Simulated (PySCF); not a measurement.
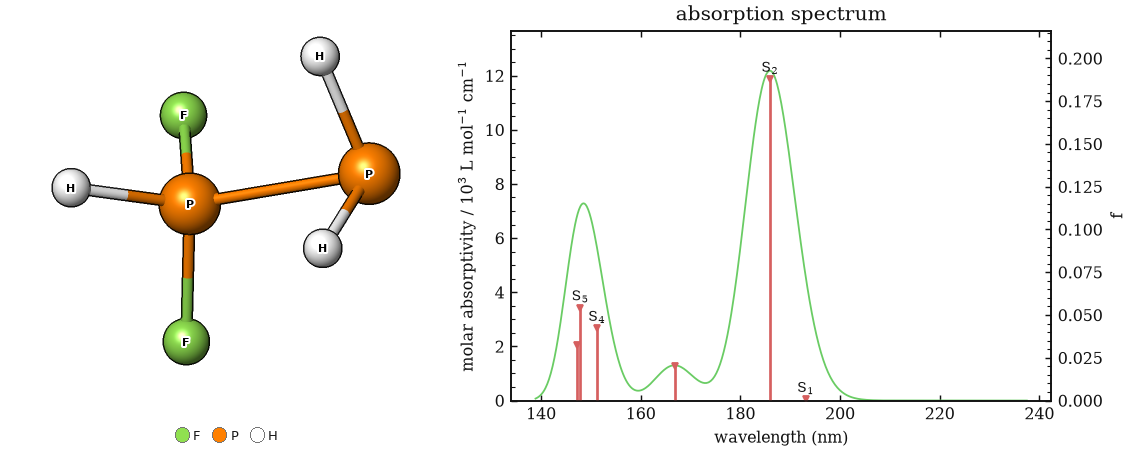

Computed absorption of P₂H₃F₂⁺, SMILES F[PH+](F)P. Vertical TDDFT excitations, PBE0/def2-SVPD (IEF-PCM chloroform) in PySCF, at a PBE0-D3(BJ)/def2-SVP geometry (no frequency check). Only the first 6 singlet excitations are included; each is broadened by a Gaussian of 1/e half-width 0.25 eV. Sticks give oscillator strengths (right axis).

Which of the computed transitions is the brightest, and what character does the calculation give it?

S2 at 6.67 eV (186 nm), f = 0.188, mainly HOMO → LUMO (90 %).

Where is the lowest singlet, and is it bright?

S1 lies at 6.42 eV (193 nm) with f = 0.001, mainly HOMO → LUMO+1 (100 %); it is dark or nearly so.

List the transitions behind the spectrum.

```csv
state,E (eV),λ (nm),f,main character
S1,6.42,193,0.001,HOMO → LUMO+1 (100 %)
S2,6.67,186,0.188,HOMO → LUMO (90 %)
S3,7.43,167,0.020,HOMO → LUMO+2 (92 %)
S4,8.20,151,0.042,HOMO → LUMO+3 (62 %)
S5,8.39,148,0.054,HOMO → LUMO+4 (65 %)
S6,8.43,147,0.033,HOMO−1 → LUMO+1 (51 %)
```

Caveats: core orbitals are frozen in the response.
